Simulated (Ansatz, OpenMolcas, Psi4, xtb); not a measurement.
## A ladder of methods for C2H2O2 (glyoxal)

C2H2O2: 6 atoms, total charge 0, spin state singlet. As SMILES, `O=CC=O`. Geometry: relaxed at PBE0-D4/def2-TZVP. This is one conformer, not always the lowest.

Quantity: the atomisation enthalpy at 298 K, in kJ/mol. The values are calculated. The thermal term (zero-point and 298 K enthalpy, harmonic and unscaled) is that of PBE0-D4/def2-TZVP; the spin-orbit lowering of the free atoms at 298 K, 0.8 kJ/mol by their spectra, is taken off.

**What was measured.** Active Thermochemical Tables gives the atomisation enthalpy at 298 K of the gas as 2581 kJ/mol.

```
              level                    kind     program  value (kJ/mol)  computed − measured  CPU time (all runs)
           GFN0-xTB          semi-empirical         xtb            2734                 +153            under 2 s
  SVWN5/aug-cc-pVDZ                     LDA      Ansatz            3035                 +454                5.9 s
   TPSS/aug-cc-pVDZ                meta-GGA  OpenMolcas            2542                  -39                 71 s
 M06-2X/aug-cc-pVDZ         hybrid meta-GGA  OpenMolcas            2544                  -37                 61 s
r2SCAN0/aug-cc-pVDZ         hybrid meta-GGA      Ansatz            2461                 -120                 14 s
  HSE06/aug-cc-pVDZ  range-separated hybrid        Psi4            2540                  -41              2.6 min
 B2PLYP/aug-cc-pVDZ           double hybrid      Ansatz            2498                  -83                 13 s
RPA@PBE/aug-cc-pVDZ                     RPA      Ansatz            2253                 -328                 16 s
    MP2/aug-cc-pVDZ     perturbation theory        Psi4            2487                  -94                 21 s
   CCSD/aug-cc-pVDZ   coupled cluster or CI        Psi4            2328                 -253                 87 s
```

Nearest: M06-2X/aug-cc-pVDZ (-37 kJ/mol); farthest: SVWN5/aug-cc-pVDZ (+454 kJ/mol). Computed less measured by kind, in kJ/mol (of the ab initio rows, those in aug-cc-pVDZ): semi-empirical +153; LDA +454; meta-GGA -39; global hybrid -120 to -37; range-separated hybrid -41; double hybrid -83; RPA -328; perturbation theory -94; coupled cluster or CI -253. Wave-function methods converge slowly with the basis and bind too weakly in sets of this size; that is part of their error here. GFN0-xTB: no spin polarisation, so open shells miss the exchange term that lowers them. CPU times are rough (shared hosts, several kinds of processor and program).

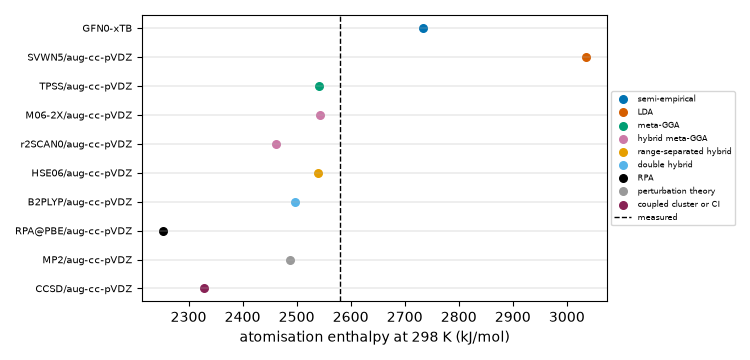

The values of the table, level by level.
